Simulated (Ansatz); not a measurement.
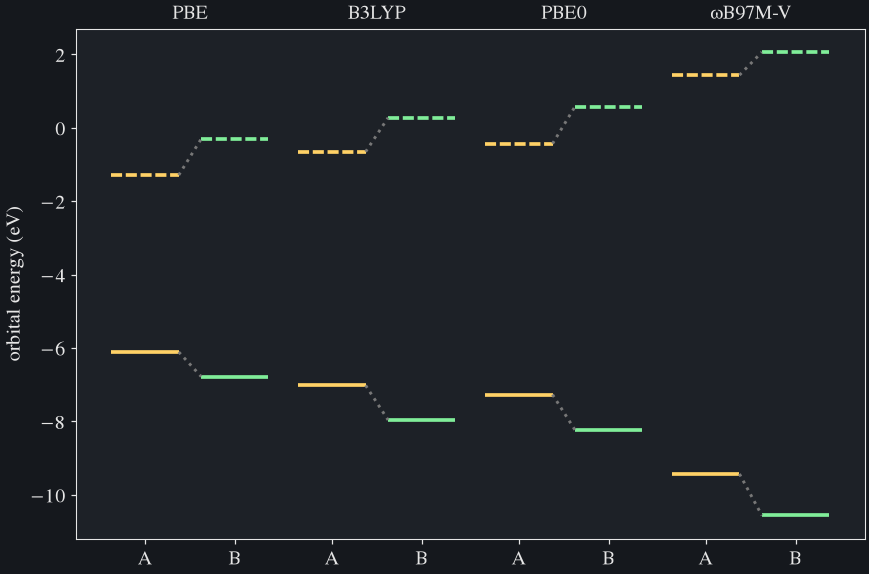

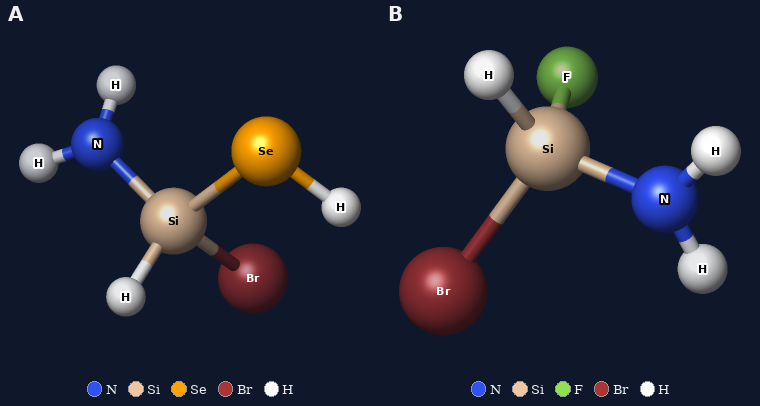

One change: A, SiNH₄SeBr (SMILES N[Si@H]([SeH])Br), becomes B, SiNH₃BrF (SMILES N[Si@@H](F)Br). SeH on Si is replaced by F. HOMO (solid) and LUMO (dashed) computed in def2-TZVPP at PBE0-D4/def2-TZVP geometries, both minima by their frequencies, gas phase, the Ansatz code. Empty levels above zero depend strongly on the basis.

Question: What does the change do to HOMO and LUMO?

Answer: PBE: the HOMO falls by 0.67 eV, the LUMO rises by 0.98 eV, and the separation goes from 4.82 to 6.47 eV. B3LYP: the HOMO falls by 0.94 eV, the LUMO rises by 0.93 eV, and the separation goes from 6.36 to 8.23 eV. PBE0: the HOMO falls by 0.96 eV, the LUMO rises by 1.01 eV, and the separation goes from 6.83 to 8.81 eV. ωB97M-V: the HOMO falls by 1.13 eV, the LUMO rises by 0.63 eV, and the separation goes from 10.86 to 12.62 eV.

Question: Do the functionals agree on the effect?

Answer: They agree on the direction for both levels; the HOMO shift lies between −1.13 and −0.67 eV and the LUMO shift between 0.63 and 1.01 eV, while the separations themselves differ by up to 6.2 eV between functionals.
